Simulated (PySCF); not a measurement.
# H4O5Os (Os(O)3(H2O)22+): the cost of one run

Computed with PySCF 2.14.0. Level: TPSS, Os def2-SVP with ECP60, O def2-SVP, H def2-SVP; scalar-relativistic core potentials, no spin–orbit coupling.

4 further runs of the same task are left out: 2 for a known fault of the program, 1 that didn't finish, 1 set aside as unsound or not needed.

### 1 The starting structure

10 atoms, charge 2, spin multiplicity 1.

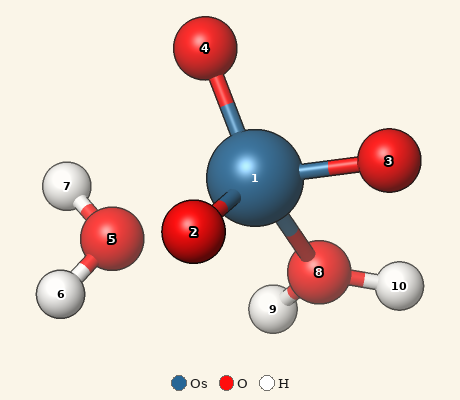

The geometry (osmium blue, oxygen red, hydrogen white); atoms are numbered from 1 in the order of the file.

Coordinates:

```csv
atom,x (Å),y (Å),z (Å)
Os1,0.1362,0.0254,0.0865
O2,-0.1344,0.5000,1.6860
O3,1.7939,-0.3205,0.0073
O4,-0.0673,1.3974,-0.8788
O5,-2.0565,-0.3437,-0.1031
H6,-2.6278,-0.4053,0.7047
H7,-2.5864,0.1363,-0.7898
O8,-0.1110,-1.9318,-0.6235
H9,-0.9947,-2.3498,-0.7967
H10,0.6333,-2.5599,-0.8317
```

Formal oxidation states: Os +8. An earlier session relaxed this geometry at TPSS, Os def2-SVP with ECP60, O def2-SVP, H def2-SVP (singlet, point group Cs).

Its energy there is -468.204668 Eh.

### 2 Atoms moved at random, σ = 0.15 Å

run.py (the lines that set the calculation)

```python
mol = gto.M(atom='''
Os     0.11131     0.06303     0.21920
O      0.11649     0.52575     1.57493
O      1.76183    -0.21105     0.17803
O      0.02662     1.39583    -0.79994
O     -2.11591    -0.54678    -0.02661
H     -2.65428    -0.54167     0.55170
H     -2.41282     0.01117    -1.05242
O     -0.27710    -1.73256    -0.81583
H     -1.10009    -2.29260    -0.78199
H      0.52935    -2.52307    -0.58619''',
    basis={'Os': 'def2-SVP', 'O': 'def2-SVP', 'H': 'def2-SVP'},
    ecp={'Os': 'def2-SVP'},
    charge=2, spin=0)
mf = dft.RKS(mol, xc='TPSS')
mf.grids.atom_grid = (50, 194)
mf = mf.density_fit()  # fitting sets: Os def2-universal-JKFIT, O def2-universal-JKFIT, H def2-universal-JKFIT
mf.conv_tol = 1e-08; mf.max_cycle = 55
mf.kernel(dm0)  # dm0: the density of the relaxed state
```

Launch:

```console
OMP_NUM_THREADS=2 python run.py
```

**Question.** How long does this run take on 2 threads of Arm Neoverse V2, shared host?

About 8.8 s.
